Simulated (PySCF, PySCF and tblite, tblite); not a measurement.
**(CF3)2C(OH)2 (C3H2F6O2): conformers and averaged spectra, part 1 of 2**

Aim: find the conformers of (CF3)2C(OH)2 (C3H2F6O2) (`OC(O)(C(F)(F)F)C(F)(F)F`), weigh them, and average their properties.

Computed with tblite 0.8.0 (tight binding) and PySCF 2.14.0 (DFT, with response routines of our own); each step states its level. Atoms count from 0 throughout.

## 1. The molecule as given

13 atoms, charge 0, multiplicity 1; geometry from: MMFF94s geometry.

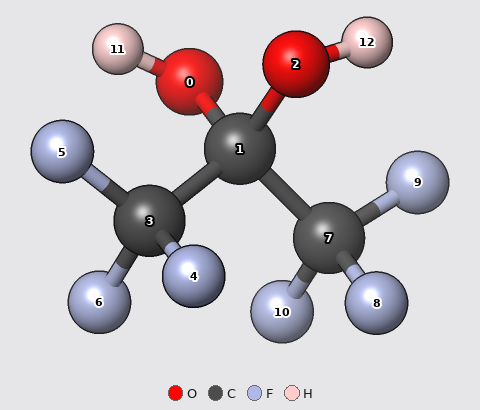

The starting geometry (oxygen red, carbon dark grey, fluorine light blue, hydrogen pink), atoms numbered.

## 2. GFN2-xTB relaxation, conformer 1

The job: settings as JSON, then the geometry in Å.

```
{"job": {"xc": "GFN2-xTB", "basis": "xTB", "kind": "relax"}, "charge": 0, "multiplicity": 1}
O     -0.006900     0.778700    -1.521800
C      0.061700     0.356400    -0.154900
O      0.466400     1.539700     0.573700
C     -1.272700    -0.208900     0.349300
F     -1.269800    -0.493400     1.686200
F     -2.270100     0.686800     0.136100
F     -1.632700    -1.338600    -0.301600
C      1.085600    -0.785400     0.052700
F      1.152200    -1.210400     1.333400
F      2.323100    -0.357300    -0.272900
F      0.815900    -1.868600    -0.723500
H     -0.867500     1.254200    -1.600800
H      1.410500     1.647100     0.426500
```

The run is started by

```
$ OMP_NUM_THREADS=1 python ens_run.py task.json out
```

One launch serves the whole session.

What it wrote:

```text
step      E/eV     max force
  0   -1196.16287    2.269
  1   -1196.37559    1.003
  2   -1196.42824    0.679
  3   -1196.47346    0.608
  4   -1196.50319    0.390
  5   -1196.51704    0.280
  6   -1196.52644    0.173
  7   -1196.53203    0.220
  8   -1196.53880    0.227
  9   -1196.54650    0.275
 10   -1196.55415    0.265
 11   -1196.56082    0.208
 12   -1196.56684    0.162
 13   -1196.57179    0.153
 14   -1196.57492    0.135
 15   -1196.57666    0.111
 16   -1196.57794    0.089
 17   -1196.57914    0.095
 18   -1196.57995    0.073
 19   -1196.58025    0.030
 20   -1196.58025    0.030
 21   -1196.58032    0.021
 22   -1196.58042    0.019
 23   -1196.58046    0.019
 24   -1196.58058    0.023
 25   -1196.58070    0.029
 26   -1196.58083    0.034
 27   -1196.58098    0.034
 28   -1196.58120    0.040
 29   -1196.58156    0.059
 30   -1196.58205    0.073
 31   -1196.58248    0.051
 32   -1196.58269    0.025
 33   -1196.58277    0.022
 34   -1196.58284    0.023
 35   -1196.58294    0.027
 36   -1196.58305    0.029
 37   -1196.58320    0.040
 38   -1196.58341    0.048
 39   -1196.58370    0.049
 40   -1196.58405    0.050
 41   -1196.58440    0.047
 42   -1196.58472    0.048
 43   -1196.58506    0.043
 44   -1196.58541    0.049
 45   -1196.58567    0.036
 46   -1196.58583    0.026
 47   -1196.58593    0.030
 48   -1196.58602    0.037
 49   -1196.58609    0.023
 50   -1196.58617    0.017
 51   -1196.58619    0.018
 52   -1196.58629    0.022
 53   -1196.58637    0.019
 54   -1196.58643    0.021
 55   -1196.58647    0.018
 56   -1196.58650    0.014
 57   -1196.58652    0.010
 58   -1196.58653    0.010
 59   -1196.58654    0.008
 60   -1196.58655    0.006
 61   -1196.58655    0.005
 62   -1196.58656    0.004
```

Wall time 0.37 s (1 thread of Intel Xeon Platinum 8488C, shared host).

Gain 0.424 eV; displacement 0.17 Å root mean square.

GFN2-xTB relaxation, conformer 2:

The job: settings as JSON, then the geometry in Å.

```
{"job": {"xc": "GFN2-xTB", "basis": "xTB", "kind": "relax"}, "charge": 0, "multiplicity": 1}
O     -0.206700    -1.556900     0.729300
C     -0.119400    -0.391800    -0.140600
O      0.101300    -0.932900    -1.456000
C     -1.386300     0.480000    -0.069900
F     -1.608800     0.947900     1.193700
F     -1.321400     1.541200    -0.891800
F     -2.491900    -0.222600    -0.419700
C      1.031000     0.549100     0.301800
F      0.900100     0.999100     1.559200
F      1.183600     1.596200    -0.522600
F      2.189000    -0.162800     0.258500
H      0.680700    -1.796300     1.016100
H      1.044400    -1.049800    -1.575700
```

What it wrote:

```text
step      E/eV     max force
  0   -1196.01613    2.465
  1   -1196.23587    1.075
  2   -1196.29395    0.693
  3   -1196.33770    0.652
  4   -1196.37067    0.360
  5   -1196.38411    0.287
  6   -1196.39432    0.214
  7   -1196.40003    0.215
  8   -1196.40672    0.189
  9   -1196.41442    0.249
 10   -1196.42285    0.285
 11   -1196.43060    0.257
 12   -1196.43727    0.184
 13   -1196.44228    0.161
 14   -1196.44511    0.126
 15   -1196.44647    0.073
 16   -1196.44732    0.064
 17   -1196.44828    0.104
 18   -1196.44936    0.098
 19   -1196.45014    0.071
 20   -1196.45058    0.049
 21   -1196.45089    0.043
 22   -1196.45125    0.055
 23   -1196.45172    0.069
 24   -1196.45224    0.056
 25   -1196.45264    0.044
 26   -1196.45287    0.036
 27   -1196.45287    0.036
 28   -1196.45294    0.033
 29   -1196.45312    0.032
 30   -1196.45318    0.030
 31   -1196.45331    0.030
 32   -1196.45338    0.022
 33   -1196.45346    0.019
 34   -1196.45354    0.026
 35   -1196.45364    0.031
 36   -1196.45374    0.029
 37   -1196.45381    0.019
 38   -1196.45385    0.016
 39   -1196.45389    0.014
 40   -1196.45391    0.012
 41   -1196.45393    0.010
 42   -1196.45395    0.010
 43   -1196.45397    0.012
 44   -1196.45399    0.012
 45   -1196.45401    0.011
 46   -1196.45402    0.010
 47   -1196.45403    0.008
 48   -1196.45404    0.007
 49   -1196.45404    0.005
 50   -1196.45405    0.006
 51   -1196.45405    0.006
 52   -1196.45405    0.004
```

It took 0.29 s on 1 thread of Intel Xeon Platinum 8488C, shared host.

The energy fell by 0.438 eV, and the atoms moved 0.14 Å (root mean square).

## 3. DFT optimisation, start 1: PBE0-D3(BJ)/def2-SVP

The job: settings as JSON, then the geometry in Å.

```
{"job": {"kind": "geom", "xc": "PBE0", "basis": "def2-SVP", "d3": "d3bj", "grid": 1, "maxiter": 40}, "charge": 0, "multiplicity": 1}
O     -0.028521     0.616084    -1.474925
C      0.060293     0.318252    -0.130236
O      0.413027     1.397762     0.653884
C     -1.308820    -0.171318     0.421082
F     -1.335099    -0.248075     1.742852
F     -2.261675     0.688714     0.040298
F     -1.640648    -1.364516    -0.068552
C      1.119349    -0.815224    -0.022338
F      1.116014    -1.383072     1.182226
F      2.336656    -0.288564    -0.205146
F      0.948451    -1.767952    -0.926083
H     -0.712218     1.283076    -1.641369
H      1.288803     1.735319     0.410579
```

What it wrote:

```text
step      E/eV     max force
  0    -23498.46028   0.4694
  1    -23498.49747   0.2781
  2    -23498.49868   0.2082
  3    -23498.50363   0.1076
  4    -23498.50458   0.1030
  5    -23498.50492   0.0506
  6    -23498.50499   0.0175
```

Run time: 88 s. Hardware: 1 thread of Intel Xeon Platinum 8488C, shared host; peak memory 0.67 GiB.

Gain 0.045 eV; displacement 0.05 Å root mean square.

## 4. DFT optimisation, start 2: PBE0-D3(BJ)/def2-SVP

The job: settings as JSON, then the geometry in Å.

```
{"job": {"kind": "geom", "xc": "PBE0", "basis": "def2-SVP", "d3": "d3bj", "grid": 1, "maxiter": 40}, "charge": 0, "multiplicity": 1}
O     -0.211294    -1.367045     0.798065
C     -0.080959    -0.335788    -0.108868
O      0.101632    -0.734357    -1.416850
C     -1.423614     0.440890    -0.076633
F     -1.687146     0.902068     1.143455
F     -1.398998     1.484761    -0.901504
F     -2.427926    -0.342322    -0.441234
C      1.100574     0.586719     0.321850
F      0.994076     1.032460     1.566356
F      1.281986     1.622297    -0.486462
F      2.225546    -0.162001     0.264764
H      0.591447    -1.906124     0.859563
H      0.930289    -1.221073    -1.540230
```

What it wrote:

```text
step      E/eV     max force
  0    -23498.29961   0.5319
  1    -23498.34251   0.5569
  2    -23498.33824   0.5310
  3    -23498.34983   0.1578
  4    -23498.34330   0.5962
  5    -23498.35041   0.0533
  6    -23498.35066   0.0324
  7    -23498.35075   0.0114
```

Wall time 1.7 min (1 thread of Intel Xeon Platinum 8488C, shared host); peak memory 0.67 GiB.

Gain 0.051 eV; displacement 0.07 Å root mean square.

## 5. Shieldings, conformer 1: PBE0/pcSseg-1 in chloroform

The job: settings as JSON, then the geometry in Å.

```
{"job": {"xc": "PBE0", "basis": "pcSseg-1", "solvent": "chloroform", "kind": "nmr", "pop": true}, "charge": 0, "multiplicity": 1}
O     -0.038617     0.596728    -1.463279
C      0.056495     0.298340    -0.122128
O      0.414282     1.370278     0.665749
C     -1.320453    -0.165853     0.408517
F     -1.359214    -0.254203     1.724455
F     -2.235343     0.730040     0.019135
F     -1.653709    -1.341314    -0.109294
C      1.133321    -0.805995    -0.019301
F      1.149068    -1.331404     1.199100
F      2.327330    -0.241370    -0.240021
F      0.961307    -1.773451    -0.900154
H     -0.732748     1.261412    -1.566357
H      1.293893     1.657278     0.385850
```

What it wrote:

```text
coarse grid: 13192 points
cycle   1  E = -863.6780699232  dE =  2.248e+00  |g| = 1.440e+00  |ddm| = 3.256e+00
cycle   2  E = -863.2627777623  dE =  4.153e-01  |g| = 2.207e+00  |ddm| = 1.942e+00
cycle   3  E = -864.0188772941  dE = -7.561e-01  |g| = 8.392e-02  |ddm| = 1.230e+00
cycle   4  E = -864.0197480326  dE = -8.707e-04  |g| = 5.044e-02  |ddm| = 9.893e-02
cycle   5  E = -864.0202106830  dE = -4.627e-04  |g| = 1.042e-02  |ddm| = 3.988e-02
cycle   6  E = -864.0202258787  dE = -1.520e-05  |g| = 3.081e-03  |ddm| = 6.560e-03
cycle   7  E = -864.0202274058  dE = -1.527e-06  |g| = 4.940e-04  |ddm| = 1.999e-03
final grid: 136408 points
cycle   8  E = -864.1401715495  dE = -6.094e-05  |g| = 9.393e-03  |ddm| = 2.675e-02
cycle   9  E = -864.1401573519  dE =  1.420e-05  |g| = 1.335e-02  |ddm| = 1.331e-02
cycle  10  E = -864.1401863671  dE = -2.902e-05  |g| = 4.136e-04  |ddm| = 7.420e-03
cycle  11  E = -864.1401863830  dE = -1.586e-08  |g| = 2.494e-04  |ddm| = 4.280e-04
cycle  12  E = -864.1401863909  dE = -7.903e-09  |g| = 6.221e-05  |ddm| = 1.609e-04
cycle  13  E = -864.1401863916  dE = -6.453e-10  |g| = 1.020e-05  |ddm| = 4.286e-05
converged SCF energy = -864.1401863916

GIAO shielding tensors (ppm)
atom      isotropic    diamagn.    paramagn.     s11        s22        s33       span
  0 O      252.238     390.039    -137.801    206.402    260.638    289.674     83.273
  1 C       92.564     243.144    -150.580     70.192    103.361    104.140     33.948
  2 O      252.136     390.041    -137.905    205.920    260.727    289.761     83.841
  3 C       58.250     241.025    -182.776     52.069     59.410     63.269     11.200
  4 F      272.536     471.404    -198.868    199.301    282.214    336.093    136.792
  5 F      275.210     471.809    -196.599    196.676    272.410    356.544    159.868
  6 F      272.395     472.370    -199.975    199.472    273.402    344.312    144.841
  7 C       58.182     241.117    -182.935     51.971     59.257     63.318     11.347
  8 F      272.394     472.395    -200.002    199.309    273.673    344.198    144.890
  9 F      275.249     471.830    -196.581    196.480    272.147    357.120    160.641
 10 F      272.721     471.425    -198.704    199.459    282.524    336.180    136.721
 11 H       28.203      30.962      -2.759     19.794     25.363     39.453     19.659
 12 H       28.204      30.958      -2.755     19.785     25.387     39.439     19.654
```

Wall time 35 s (1 thread of Intel Xeon Platinum 8488C, shared host); peak memory 1.1 GiB.

In short: HOMO -9.39 eV, LUMO 1.37 eV; dipole 2.47 D.

Orbitals, density, ELF and potential are computed afterwards from the orbital file.

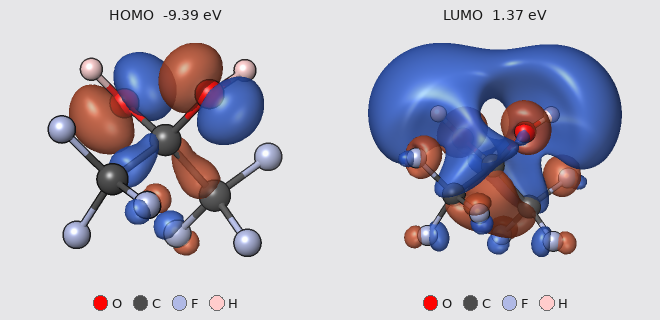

Frontier orbitals at PBE0/pcSseg-1; each surface holds 70 % of the orbital's density, blue and red mark the sign.

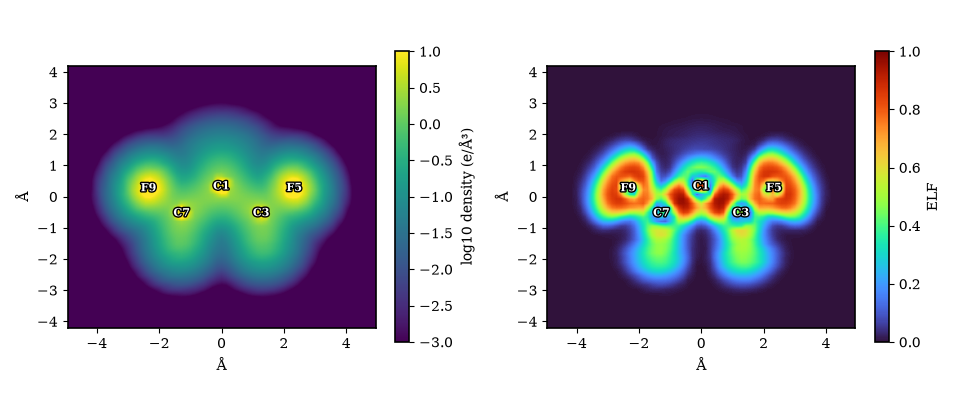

Density (left) and ELF (right) in a plane through or near 5 of the atoms.

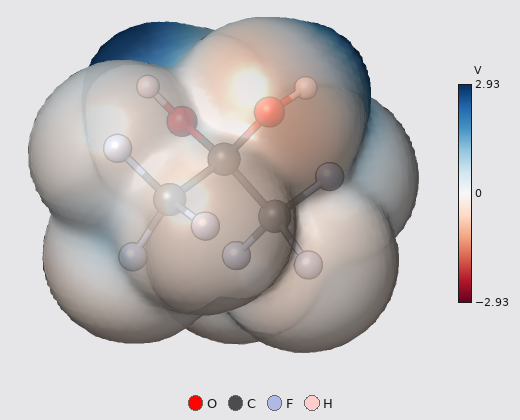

The potential that a unit positive charge feels on the 0.002 e/bohr³ surface, from -0.90 V near O2 to 2.93 V near H12.

## 6. Single-point energy, conformer 1: PBE0/def2-SVPD in chloroform

The job, as its differences from that of step 5:

```diff
@@ -1,2 +1,2 @@
-{"job": {"xc": "PBE0", "basis": "pcSseg-1", "solvent": "chloroform", "kind": "nmr", "pop": true}, "charge": 0, "multiplicity": 1}
+{"job": {"xc": "PBE0", "basis": "def2-SVPD", "solvent": "chloroform", "kind": "sp"}, "charge": 0, "multiplicity": 1}
 O     -0.038617     0.596728    -1.463279
```

What it wrote:

```text
coarse grid: 13192 points
cycle   1  E = -863.1681259801  dE =  2.175e+00  |g| = 1.360e+00  |ddm| = 5.361e+00
cycle   2  E = -862.7798723355  dE =  3.883e-01  |g| = 2.078e+00  |ddm| = 5.617e+00
cycle   3  E = -863.4890248267  dE = -7.092e-01  |g| = 7.893e-02  |ddm| = 3.732e+00
cycle   4  E = -863.4898630172  dE = -8.382e-04  |g| = 4.385e-02  |ddm| = 2.832e-01
cycle   5  E = -863.4902315158  dE = -3.685e-04  |g| = 1.070e-02  |ddm| = 1.196e-01
cycle   6  E = -863.4902495973  dE = -1.808e-05  |g| = 2.910e-03  |ddm| = 1.744e-02
cycle   7  E = -863.4902510388  dE = -1.442e-06  |g| = 4.890e-04  |ddm| = 7.855e-03
final grid: 136408 points
cycle   8  E = -863.6110473016  dE = -5.426e-05  |g| = 8.997e-03  |ddm| = 1.507e-01
cycle   9  E = -863.6110329487  dE =  1.435e-05  |g| = 1.294e-02  |ddm| = 3.912e-02
cycle  10  E = -863.6110616767  dE = -2.873e-05  |g| = 2.794e-04  |ddm| = 2.314e-02
cycle  11  E = -863.6110616857  dE = -8.952e-09  |g| = 1.849e-04  |ddm| = 9.880e-04
cycle  12  E = -863.6110616907  dE = -5.026e-09  |g| = 5.532e-05  |ddm| = 2.685e-04
cycle  13  E = -863.6110616912  dE = -5.066e-10  |g| = 1.251e-05  |ddm| = 8.783e-05
converged SCF energy = -863.6110616912
```

It took 24 s on 1 thread of Intel Xeon Platinum 8488C, shared host; peak memory 1 GiB.

This run: HOMO -9.51 eV, LUMO 0.40 eV; dipole 2.49 D.

## 7. Shieldings, conformer 2: PBE0/pcSseg-1 in chloroform

The job: settings as JSON, then the geometry in Å.

```
{"job": {"xc": "PBE0", "basis": "pcSseg-1", "solvent": "chloroform", "kind": "nmr", "pop": false}, "charge": 0, "multiplicity": 1}
O     -0.233417    -1.353709     0.807288
C     -0.098512    -0.329487    -0.106181
O      0.079427    -0.732425    -1.412875
C     -1.438983     0.436711    -0.081893
F     -1.702475     0.883547     1.139836
F     -1.399734     1.475282    -0.907918
F     -2.418159    -0.368271    -0.459570
C      1.105352     0.550603     0.309977
F      1.023392     0.978026     1.556552
F      1.290744     1.584380    -0.489896
F      2.200353    -0.241817     0.219031
H      0.618620    -1.790976     0.926502
H      0.969005    -1.091379    -1.518581
```

What it wrote:

```text
coarse grid: 13192 points
cycle   1  E = -863.6678694982  dE =  2.246e+00  |g| = 1.447e+00  |ddm| = 3.240e+00
cycle   2  E = -863.2434334975  dE =  4.244e-01  |g| = 2.224e+00  |ddm| = 1.949e+00
cycle   3  E = -864.0124027198  dE = -7.690e-01  |g| = 8.478e-02  |ddm| = 1.233e+00
cycle   4  E = -864.0132858933  dE = -8.832e-04  |g| = 5.169e-02  |ddm| = 1.008e-01
cycle   5  E = -864.0137684908  dE = -4.826e-04  |g| = 1.085e-02  |ddm| = 3.992e-02
cycle   6  E = -864.0137846399  dE = -1.615e-05  |g| = 3.116e-03  |ddm| = 6.887e-03
cycle   7  E = -864.0137861727  dE = -1.533e-06  |g| = 5.740e-04  |ddm| = 2.082e-03
final grid: 136408 points
cycle   8  E = -864.1364111855  dE = -6.722e-05  |g| = 9.755e-03  |ddm| = 2.977e-02
cycle   9  E = -864.1363958295  dE =  1.536e-05  |g| = 1.388e-02  |ddm| = 1.333e-02
cycle  10  E = -864.1364269140  dE = -3.108e-05  |g| = 3.646e-04  |ddm| = 7.488e-03
cycle  11  E = -864.1364269239  dE = -9.848e-09  |g| = 2.609e-04  |ddm| = 3.950e-04
cycle  12  E = -864.1364269329  dE = -9.019e-09  |g| = 5.174e-05  |ddm| = 1.565e-04
cycle  13  E = -864.1364269333  dE = -4.334e-10  |g| = 1.050e-05  |ddm| = 3.792e-05
converged SCF energy = -864.1364269333

GIAO shielding tensors (ppm)
atom      isotropic    diamagn.    paramagn.     s11        s22        s33       span
  0 O      254.808     389.639    -134.830    215.459    256.257    292.709     77.251
  1 C       92.656     243.013    -150.357     67.751    103.822    106.396     38.646
  2 O      255.081     389.681    -134.600    217.051    254.909    293.284     76.232
  3 C       59.041     240.165    -181.124     51.747     61.252     64.123     12.376
  4 F      269.013     472.016    -203.003    195.506    269.270    342.262    146.756
  5 F      268.891     472.063    -203.171    195.457    269.049    342.167    146.710
  6 F      274.250     469.776    -195.526    202.000    271.545    349.206    147.206
  7 C       56.973     242.509    -185.536     52.169     58.143     60.607      8.438
  8 F      273.799     472.077    -198.278    201.587    282.442    337.367    135.780
  9 F      274.115     472.099    -197.984    202.224    282.795    337.326    135.102
 10 F      276.624     473.872    -197.248    196.154    269.468    364.250    168.096
 11 H       28.416      31.305      -2.890     19.998     25.775     39.475     19.477
 12 H       28.374      31.352      -2.977     19.871     25.839     39.413     19.542
```

Run time: 28 s. Hardware: 1 thread of Intel Xeon Platinum 8488C, shared host; peak memory 1.1 GiB.

Key values: HOMO -9.58 eV, LUMO 1.13 eV; dipole 3.68 D.

## 8. Single-point energy, conformer 2: PBE0/def2-SVPD in chloroform

The job, as its differences from that of step 7:

```diff
@@ -1,2 +1,2 @@
-{"job": {"xc": "PBE0", "basis": "pcSseg-1", "solvent": "chloroform", "kind": "nmr", "pop": false}, "charge": 0, "multiplicity": 1}
+{"job": {"xc": "PBE0", "basis": "def2-SVPD", "solvent": "chloroform", "kind": "sp"}, "charge": 0, "multiplicity": 1}
 O     -0.233417    -1.353709     0.807288
```

What it wrote:

```text
coarse grid: 13192 points
cycle   1  E = -863.1581492679  dE =  2.173e+00  |g| = 1.367e+00  |ddm| = 4.966e+00
cycle   2  E = -862.7596527666  dE =  3.985e-01  |g| = 2.096e+00  |ddm| = 3.876e+00
cycle   3  E = -863.4827790035  dE = -7.231e-01  |g| = 7.995e-02  |ddm| = 2.454e+00
cycle   4  E = -863.4836269677  dE = -8.480e-04  |g| = 4.553e-02  |ddm| = 2.504e-01
cycle   5  E = -863.4840185150  dE = -3.915e-04  |g| = 1.102e-02  |ddm| = 9.118e-02
cycle   6  E = -863.4840371356  dE = -1.862e-05  |g| = 2.937e-03  |ddm| = 2.107e-02
cycle   7  E = -863.4840385911  dE = -1.455e-06  |g| = 5.541e-04  |ddm| = 6.816e-03
final grid: 136408 points
cycle   8  E = -863.6079124332  dE = -5.986e-05  |g| = 9.568e-03  |ddm| = 1.971e-01
cycle   9  E = -863.6078963221  dE =  1.611e-05  |g| = 1.373e-02  |ddm| = 2.894e-02
cycle  10  E = -863.6079283553  dE = -3.203e-05  |g| = 2.451e-04  |ddm| = 1.646e-02
cycle  11  E = -863.6079283609  dE = -5.579e-09  |g| = 1.872e-04  |ddm| = 9.220e-04
cycle  12  E = -863.6079283662  dE = -5.333e-09  |g| = 4.787e-05  |ddm| = 2.893e-04
cycle  13  E = -863.6079283666  dE = -3.629e-10  |g| = 1.033e-05  |ddm| = 1.117e-04
converged SCF energy = -863.6079283666
```

Wall time 23 s (1 thread of Intel Xeon Platinum 8488C, shared host); peak memory 1 GiB.

This run: HOMO -9.71 eV, LUMO 0.28 eV; dipole 3.72 D.

## 9. Couplings, conformer 1: B3LYP/pcJ-1+pcSseg-1

The job: settings as JSON, then the geometry in Å.

```
{"job": {"xc": "B3LYP", "basis": {"default": "pcSseg-1", "H": "pcJ-1", "F": "pcJ-1"}, "nuclei": ["H", "F", "P", "Si", "B"], "kind": "j"}, "charge": 0, "multiplicity": 1}
O     -0.038617     0.596728    -1.463279
C      0.056495     0.298340    -0.122128
O      0.414282     1.370278     0.665749
C     -1.320453    -0.165853     0.408517
F     -1.359214    -0.254203     1.724455
F     -2.235343     0.730040     0.019135
F     -1.653709    -1.341314    -0.109294
C      1.133321    -0.805995    -0.019301
F      1.149068    -1.331404     1.199100
F      2.327330    -0.241370    -0.240021
F      0.961307    -1.773451    -0.900154
H     -0.732748     1.261412    -1.566357
H      1.293893     1.657278     0.385850
```

What it wrote:

```text
coarse grid: 13192 points
cycle   1  E = -864.5196435427  dE =  2.209e+00  |g| = 1.549e+00  |ddm| = 3.150e+00
cycle   2  E = -863.9090954490  dE =  6.105e-01  |g| = 2.555e+00  |ddm| = 2.229e+00
cycle   3  E = -864.9011895856  dE = -9.921e-01  |g| = 1.044e-01  |ddm| = 1.451e+00
cycle   4  E = -864.9025220992  dE = -1.333e-03  |g| = 6.561e-02  |ddm| = 1.341e-01
cycle   5  E = -864.9033079256  dE = -7.858e-04  |g| = 1.506e-02  |ddm| = 5.160e-02
cycle   6  E = -864.9033397614  dE = -3.184e-05  |g| = 4.080e-03  |ddm| = 9.841e-03
cycle   7  E = -864.9033422910  dE = -2.530e-06  |g| = 8.163e-04  |ddm| = 2.785e-03
final grid: 136408 points
cycle   8  E = -865.0167404588  dE = -2.468e-04  |g| = 6.323e-03  |ddm| = 2.259e-02
cycle   9  E = -865.0167337939  dE =  6.665e-06  |g| = 9.056e-03  |ddm| = 7.880e-03
cycle  10  E = -865.0167456477  dE = -1.185e-05  |g| = 4.213e-04  |ddm| = 4.820e-03
cycle  11  E = -865.0167456681  dE = -2.040e-08  |g| = 2.110e-04  |ddm| = 3.379e-04
cycle  12  E = -865.0167456755  dE = -7.437e-09  |g| = 4.766e-05  |ddm| = 1.630e-04
cycle  13  E = -865.0167456758  dE = -3.236e-10  |g| = 1.447e-05  |ddm| = 3.718e-05
converged SCF energy = -865.0167456758

Indirect spin-spin couplings (Hz)
  i      j    bonds     total        FC       PSO       DSO        SD
  4 F    5 F    2     61.891    41.976   -28.043     0.012    47.946
  4 F    6 F    2     42.772    28.312   -32.921     0.056    47.325
  4 F    8 F    4     18.224    21.124    -6.322     1.347     2.075
  4 F    9 F    4      0.180     2.522    -1.218    -0.934    -0.190
  4 F   10 F    4      1.582    -0.776     2.568    -0.679     0.469
  4 F   11 H    4     -0.747    -0.208     0.990    -1.310    -0.219
  4 F   12 H    4     -0.740    -0.507     1.691    -1.832    -0.092
  5 F    6 F    2     74.928    38.725   -16.645     0.064    52.784
  5 F    9 F    4      5.111     4.647    -2.497    -1.223     4.185
  5 F   10 F    4      0.184     2.468    -1.184    -0.922    -0.179
  5 F   11 H    4     -3.095    -3.054    -2.502     2.926    -0.465
  5 F   12 H    4     -0.663    -0.503     1.777    -1.809    -0.129
  6 F    8 F    4      2.171    -0.073     3.164     0.542    -1.461
  6 F    9 F    4      0.171     0.340     1.085    -1.122    -0.132
  6 F   10 F    4     19.749    22.756    -6.545     1.368     2.170
  6 F   11 H    4      0.700     0.404     0.927    -0.363    -0.268
  6 F   12 H    4      5.545     5.659     1.777    -2.038     0.147
  8 F    9 F    2     74.157    37.938   -16.731     0.063    52.886
  8 F   10 F    2     42.314    26.976   -32.041     0.053    47.326
  8 F   11 H    4      5.608     5.727     1.778    -2.042     0.145
  8 F   12 H    4      0.701     0.390     0.886    -0.313    -0.262
  9 F   10 F    2     61.937    41.690   -27.924     0.013    48.158
  9 F   11 H    4     -0.708    -0.544     1.771    -1.805    -0.130
  9 F   12 H    4     -3.036    -3.009    -2.484     2.927    -0.470
 10 F   11 H    4     -0.791    -0.564     1.698    -1.834    -0.090
 10 F   12 H    4     -0.746    -0.189     0.981    -1.322    -0.216
 11 H   12 H    4     -0.322    -0.122     0.641    -0.841         -
```

It took 94 s on 1 thread of Intel Xeon Platinum 8488C, shared host; peak memory 1.2 GiB.

This run: HOMO -9.25 eV, LUMO 0.52 eV; dipole 2.15 D.

(Continued in part 2 of 2.)
